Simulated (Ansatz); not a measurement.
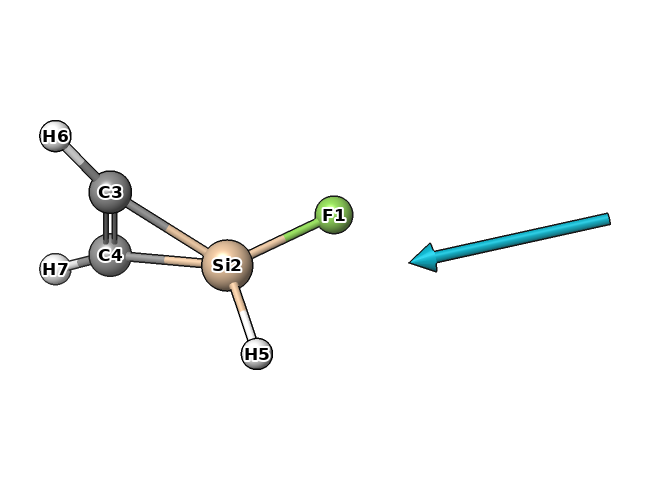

The arrow beside the molecule shows the direction of the dipole moment, from the negative to the positive end (its length means nothing). The geometry was computed by an optimisation with PBE0-D4/def2-TZVP. No frequency run is at hand to confirm it as a minimum. Level of theory: RKS PBE0-D4/def2-TZVP (Ansatz 0.2.0).

Question: How large is the dipole moment?

Answer: 1.53 D; it points from the side of F1 to the side of H6, H7 (the outermost atoms at the two ends).
